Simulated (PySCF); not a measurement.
# Run report: CH8ClSi3, geometry relaxation

System: CH8ClSi3, multiplicity 2, SMILES [SiH3]C[Si]([SiH3])Cl.
Method: PBE0-D3(BJ)/def2-SVP geometry optimisation, gas phase (PySCF 2.14.0).

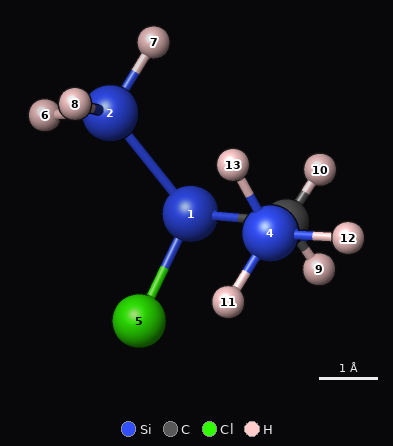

*The input geometry (ball-and-stick view, seen at a tilt; atoms are numbered from 1 in the order of the input).*

Bond lengths as drawn: Cl–Si 2.07 Å, C–H 1.06 to 1.09 Å, C–Si 1.92 to 1.96 Å, H–Si 1.43 to 1.49 Å and Si–Si 2.29 Å.

### The input
```
{"job": {"xc": "PBE0", "basis": "def2-SVP", "d3": "d3bj", "grid": 2, "kind": "geom", "shake": 0.01}, "charge": 0, "multiplicity": 2}
Si     0.444459    -1.395777    -0.257374
Si     1.545575    -0.735740     1.638385
C     -1.231061    -0.458341    -0.667369
Si    -1.030629     1.434928    -0.897326
Cl     1.570300    -1.135416    -1.979374
H      2.719605    -1.592280     1.796607
H      0.646162    -0.995376     2.757099
H      2.054130     0.647817     1.830065
H     -1.655827    -0.874177    -1.542154
H     -1.924341    -0.651923     0.155693
H     -0.158215     1.733614    -1.983943
H     -2.383449     1.981640    -1.187807
H     -0.586498     2.023659     0.344902
```

The first line tells a small driver script what to run in PySCF; the rest is the geometry in Å.

Machine: 1 CPU thread, shared host.

Command:
```bash
OMP_NUM_THREADS=1 python <driver script> task.json out
```

### Log
```
step   0  E = -1370.58980223  max force = 0.036349
step   1  E = -1370.59984149  max force = 0.004984
step   2  E = -1370.60022279  max force = 0.001745
step   3  E = -1370.60028243  max force = 0.000433
step   4  E = -1370.60029803  max force = 0.000384
step   5  E = -1370.60032209  max force = 0.000580
step   6  E = -1370.60033350  max force = 0.000601
step   7  E = -1370.60034591  max force = 0.000395
optimisation converged
```

### Trajectory as extended XYZ (Å, eV, eV/Å), 8 frames, from step=0 to step=7
```
13
Properties=species:S:1:pos:R:3:forces:R:3 step=0 energy=-37295.64818
Si    0.4445   -1.3958   -0.2574   -1.5491   0.5833  -0.8533
Si    1.5456   -0.7357    1.6384    0.4204   0.4406   0.2111
C    -1.2311   -0.4583   -0.6674    1.8691   0.4935   1.5803
Si   -1.0306    1.4349   -0.8973   -1.3571  -1.3071   0.3476
Cl    1.5703   -1.1354   -1.9794    0.3381  -0.0333  -0.1404
H     2.7196   -1.5923    1.7966    0.4765  -0.4866   0.0013
H     0.6462   -0.9954    2.7571   -0.5426  -0.1925   0.5226
H     2.0541    0.6478    1.8301   -0.0709   0.3131  -0.2548
H    -1.6558   -0.8742   -1.5421   -0.5730  -0.7156  -1.4467
H    -1.9243   -0.6519    0.1557   -0.2446   0.0340   0.2868
H    -0.1582    1.7336   -1.9839    0.9144   0.3045  -0.9819
H    -2.3834    1.9816   -1.1878   -0.1358   0.1465  -0.0843
H    -0.5865    2.0237    0.3449    0.4544   0.4195   0.8118
13
Properties=species:S:1:pos:R:3:forces:R:3 step=1 energy=-37295.92137
Si    0.3998   -1.3676   -0.3646    0.2557  -0.2202   0.0286
Si    1.5460   -0.7823    1.5910   -0.0898  -0.0203  -0.0765
C    -1.2079   -0.4561   -0.6282   -0.2563   0.1637  -0.1826
Si   -1.0661    1.4250   -0.7969   -0.0702  -0.0823   0.0545
Cl    1.6821   -1.0481   -1.9946   -0.1330   0.0432   0.0971
H     2.7376   -1.6677    1.7269    0.0564   0.0246   0.0048
H     0.6150   -1.0415    2.7322    0.0110   0.0547   0.0480
H     1.9586    0.6560    1.5801    0.0402  -0.0128   0.0619
H    -1.6790   -0.8571   -1.5444   -0.0018   0.0519   0.0225
H    -1.8951   -0.6838    0.2071    0.0931  -0.0383   0.0071
H    -0.1373    1.7693   -1.8995    0.0992   0.0402  -0.1431
H    -2.4060    2.0262   -1.0783   -0.0098  -0.0032   0.0119
H    -0.5339    2.0073    0.4695    0.0053  -0.0012   0.0658
13
Properties=species:S:1:pos:R:3:forces:R:3 step=2 energy=-37295.93174
Si    0.3958   -1.3852   -0.3646    0.0228  -0.0335  -0.0057
Si    1.5401   -0.7796    1.5902   -0.0392  -0.0161  -0.0098
C    -1.2170   -0.4602   -0.6411   -0.0449   0.0180  -0.0897
Si   -1.0590    1.4183   -0.7969    0.0310  -0.0187   0.0146
Cl    1.6639   -1.0302   -1.9911   -0.0368   0.0164   0.0318
H     2.7439   -1.6507    1.7294    0.0168   0.0096  -0.0046
H     0.6226   -1.0255    2.7466    0.0091   0.0263   0.0133
H     1.9569    0.6574    1.5828    0.0168  -0.0014   0.0160
H    -1.6922   -0.8498   -1.5588    0.0127   0.0056   0.0100
H    -1.8974   -0.6934    0.1966    0.0208  -0.0125   0.0223
H    -0.1262    1.7680   -1.9064   -0.0049   0.0052  -0.0114
H    -2.3964    2.0311   -1.0666   -0.0007   0.0009   0.0065
H    -0.5211    1.9795    0.4801   -0.0034   0.0002   0.0069
13
Properties=species:S:1:pos:R:3:forces:R:3 step=3 energy=-37295.93336
Si    0.3896   -1.3950   -0.3678   -0.0067   0.0091   0.0036
Si    1.5311   -0.7732    1.5861   -0.0001  -0.0062   0.0108
C    -1.2210   -0.4668   -0.6512   -0.0183  -0.0202  -0.0207
Si   -1.0497    1.4108   -0.7899    0.0223   0.0079   0.0036
Cl    1.6532   -1.0206   -1.9899    0.0141   0.0027  -0.0047
H     2.7400   -1.6380    1.7279   -0.0011  -0.0015  -0.0024
H     0.6218   -1.0035    2.7523    0.0032   0.0075   0.0000
H     1.9538    0.6623    1.5720    0.0029  -0.0002  -0.0058
H    -1.6961   -0.8497   -1.5710    0.0077  -0.0021   0.0011
H    -1.8985   -0.7043    0.1878   -0.0054   0.0045   0.0044
H    -0.1183    1.7676   -1.8999   -0.0159  -0.0023   0.0110
H    -2.3842    2.0344   -1.0494   -0.0013   0.0037   0.0045
H    -0.5078    1.9555    0.4933   -0.0014  -0.0029  -0.0055
13
Properties=species:S:1:pos:R:3:forces:R:3 step=4 energy=-37295.93379
Si    0.3881   -1.3974   -0.3695   -0.0162   0.0149   0.0050
Si    1.5291   -0.7702    1.5839    0.0078   0.0012   0.0071
C    -1.2229   -0.4697   -0.6572   -0.0004  -0.0197   0.0027
Si   -1.0485    1.4085   -0.7845    0.0043   0.0046   0.0023
Cl    1.6558   -1.0225   -1.9883    0.0144   0.0023  -0.0064
H     2.7351   -1.6384    1.7295   -0.0052  -0.0046  -0.0005
H     0.6207   -0.9865    2.7534    0.0004   0.0015  -0.0021
H     1.9600    0.6629    1.5606    0.0001  -0.0007  -0.0085
H    -1.6958   -0.8498   -1.5792    0.0064  -0.0018  -0.0021
H    -1.9014   -0.7093    0.1806   -0.0066   0.0034  -0.0033
H    -0.1184    1.7718   -1.8927   -0.0064  -0.0009   0.0042
H    -2.3821    2.0366   -1.0384   -0.0005   0.0022   0.0040
H    -0.5056    1.9435    0.5020    0.0019  -0.0023  -0.0025
13
Properties=species:S:1:pos:R:3:forces:R:3 step=5 energy=-37295.93444
Si    0.3853   -1.4003   -0.3729   -0.0091   0.0058   0.0059
Si    1.5262   -0.7626    1.5781    0.0135   0.0114  -0.0040
C    -1.2262   -0.4759   -0.6699    0.0156  -0.0036   0.0298
Si   -1.0483    1.4039   -0.7708   -0.0205  -0.0005  -0.0020
Cl    1.6644   -1.0274   -1.9840    0.0036   0.0030  -0.0047
H     2.7203   -1.6453    1.7353   -0.0075  -0.0070   0.0041
H     0.6166   -0.9442    2.7521   -0.0037  -0.0054  -0.0021
H     1.9799    0.6629    1.5298   -0.0013  -0.0021  -0.0070
H    -1.6916   -0.8496   -1.5978    0.0029   0.0011  -0.0071
H    -1.9089   -0.7216    0.1629   -0.0073  -0.0029  -0.0123
H    -0.1201    1.7827   -1.8742    0.0070   0.0012  -0.0052
H    -2.3805    2.0404   -1.0119    0.0009  -0.0010   0.0025
H    -0.5032    1.9165    0.5235    0.0060   0.0001   0.0021
13
Properties=species:S:1:pos:R:3:forces:R:3 step=6 energy=-37295.93475
Si    0.3845   -1.4010   -0.3745    0.0008  -0.0021   0.0034
Si    1.5265   -0.7583    1.5742    0.0083   0.0106  -0.0069
C    -1.2271   -0.4789   -0.6763    0.0144   0.0063   0.0309
Si   -1.0503    1.4018   -0.7621   -0.0197  -0.0032  -0.0026
Cl    1.6697   -1.0293   -1.9816   -0.0047   0.0030  -0.0033
H     2.7094   -1.6541    1.7417   -0.0052  -0.0051   0.0053
H     0.6136   -0.9170    2.7489   -0.0038  -0.0048  -0.0013
H     1.9970    0.6609    1.5095    0.0000  -0.0022  -0.0032
H    -1.6861   -0.8482   -1.6090    0.0020   0.0025  -0.0077
H    -1.9143   -0.7301    0.1513   -0.0060  -0.0059  -0.0124
H    -0.1221    1.7902   -1.8621    0.0079   0.0012  -0.0058
H    -2.3822    2.0412   -0.9964    0.0005  -0.0020   0.0012
H    -0.5044    1.9024    0.5367    0.0053   0.0015   0.0023
13
Properties=species:S:1:pos:R:3:forces:R:3 step=7 energy=-37295.93509
Si    0.3846   -1.4015   -0.3764    0.0139  -0.0082  -0.0022
Si    1.5287   -0.7535    1.5690   -0.0021   0.0037  -0.0048
C    -1.2271   -0.4821   -0.6828    0.0044   0.0121   0.0203
Si   -1.0542    1.3997   -0.7503   -0.0072  -0.0040  -0.0012
Cl    1.6740   -1.0296   -1.9808   -0.0123   0.0016  -0.0022
H     2.6940   -1.6687    1.7533   -0.0001  -0.0007   0.0046
H     0.6090   -0.8815    2.7422   -0.0026  -0.0011  -0.0004
H     2.0231    0.6562    1.4836    0.0024  -0.0012   0.0019
H    -1.6763   -0.8446   -1.6230    0.0018   0.0034  -0.0060
H    -1.9215   -0.7425    0.1357   -0.0034  -0.0065  -0.0076
H    -0.1254    1.8000   -1.8460    0.0035   0.0003  -0.0028
H    -2.3867    2.0402   -0.9777   -0.0004  -0.0018  -0.0003
H    -0.5080    1.8874    0.5535    0.0021   0.0024   0.0008
```

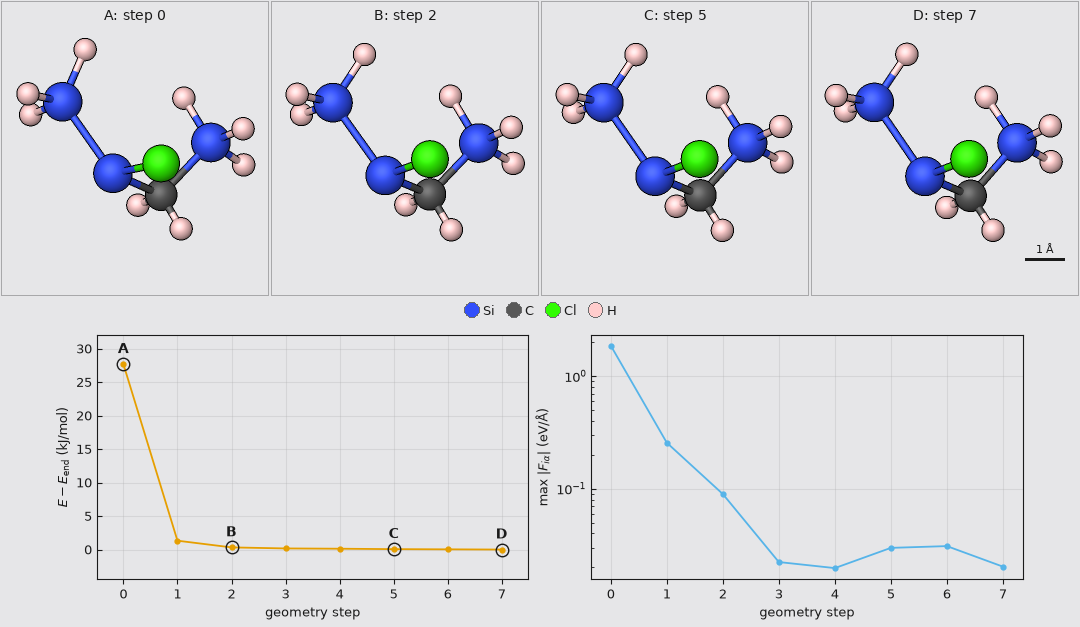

*Frames of the relaxation (ball-and-stick view, seen at a tilt) above the curves, on which the letters mark them (steps are counted from 0).*

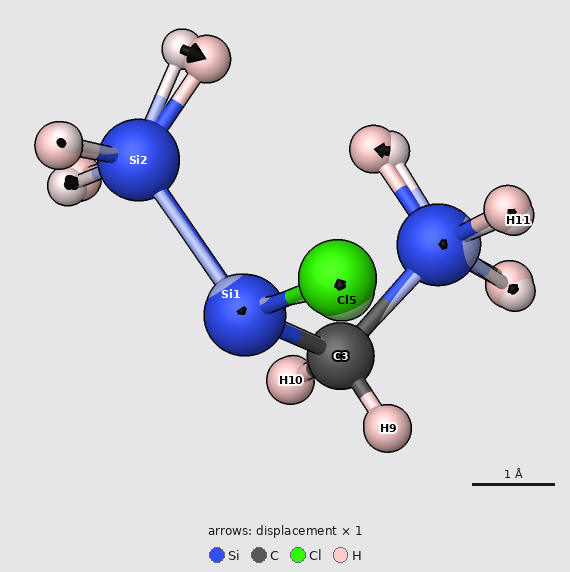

*Start (faint) and end (solid) with the displacements as black arrows, at true length (ball-and-stick view, seen at a tilt). The two geometries are laid on each other by the best rigid fit.*

Over 7 geometry steps the energy falls by 27.7 kJ/mol. Largest force component: 1.9 eV/Å at the start, 0.02 eV/Å at the end. H8 moves most after the best rigid fit: 0.35 Å. By element the largest moves are H 0.35 Å, Cl 0.14 Å, Si 0.10 Å, C 0.04 Å. Among the contacts that change: Si1–C3 1.963 → 1.881 Å, Si4–H11 1.425 → 1.491 Å, Si1–Si2 2.290 → 2.348 Å, Si4–H13 1.445 → 1.495 Å. Among the angles that change: Si1–Si2–H8 122.7° → 111.9°, Si2–Si1–Cl5 113.0° → 106.6°, C3–Si1–Cl5 103.3° → 108.4°. (Atoms are counted from 1 in the order of the input.)

### Summary

| quantity | value |
| --- | --- |
| outcome | converged |
| total energy | −1370.600346 hartree |
| ⟨S²⟩ | 0.753 |
| dipole moment | 1.81 D |
| point group | C1 |
| wall time | 2.2 min |
| peak memory | 0.69 GiB |
